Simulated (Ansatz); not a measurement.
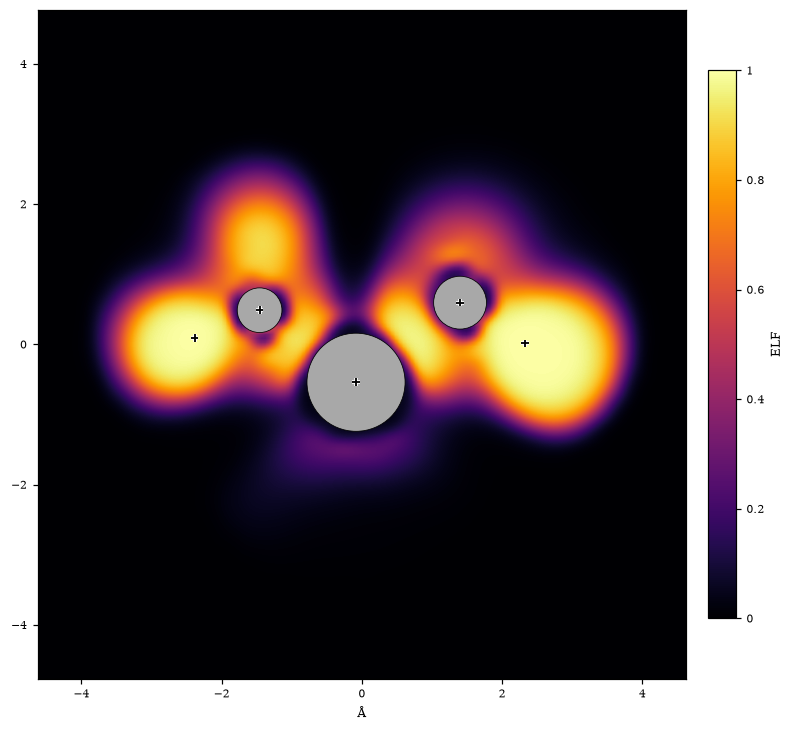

The electron localisation function on a plane through atoms (crosses mark nuclei in the plane; grey discs cover the cores).

Level of theory: Ansatz, RKS PBE0-D4/def2-TZVPP.

Candidates:
A. C₂H₄BFO₂ (SMILES CC(=O)OBF)
B. C₃H₅N (SMILES C=C=CN)
C. CH₈N₂Si (SMILES C[SiH](N)N)

Which system is this?

Answer. Candidate C: CH₈N₂Si on the plane of atoms C1, Si2 and N4, which holds C, Si, N and H. Si–N (1.72 Å): the ELF peaks at about 0.90 between the atoms, as expected for a polar covalent bond. C–Si (1.87 Å): the ELF peaks at about 0.95 between the atoms; a covalent bond.
